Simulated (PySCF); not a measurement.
# C4H6NP: the cost of one run

Programs: PySCF 2.14.0, with routines of our own; each step states its level. All values are computed. Atoms count from 0.

## 1. The starting structure

12 atoms, charge 0, multiplicity 1; geometry from: GFN2-xTB.

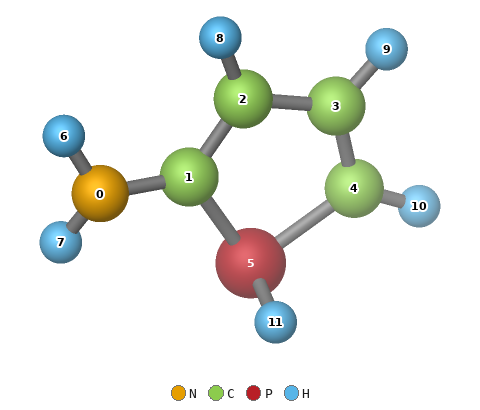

The starting geometry (nitrogen amber, carbon green, phosphorus red, hydrogen blue).

## 2. Geometry optimisation at CAM-B3LYP/def2-SVP

Job settings and geometry (Å):

```
{"job": {"xc": "CAM-B3LYP", "basis": "def2-SVP", "grid": 1, "kind": "geom"}, "charge": 0, "multiplicity": 1}
N      2.123216     0.230404    -0.019468
C      0.765148     0.026389    -0.070081
C     -0.004525    -0.561054     0.879501
C     -1.404663    -0.525863     0.582398
C     -1.727729     0.079439    -0.577419
P     -0.252161     0.562380    -1.496066
H      2.634070    -0.345388     0.632852
H      2.588595     0.374377    -0.901240
H      0.383499    -0.989643     1.789423
H     -2.131140    -0.949268     1.258535
H     -2.720914     0.186810    -0.976725
H     -0.252197     1.910729    -1.127735
```

Launch:

```
$ OMP_NUM_THREADS=1 python excited_run.py task.json out
```

The driver reads the jobs from task.json and runs them one after another.

**Question.** How long does this first job take on 1 thread of Arm Neoverse N1, shared host, and how much memory does it need?

About 51 s, with a peak of 0.53 GiB.
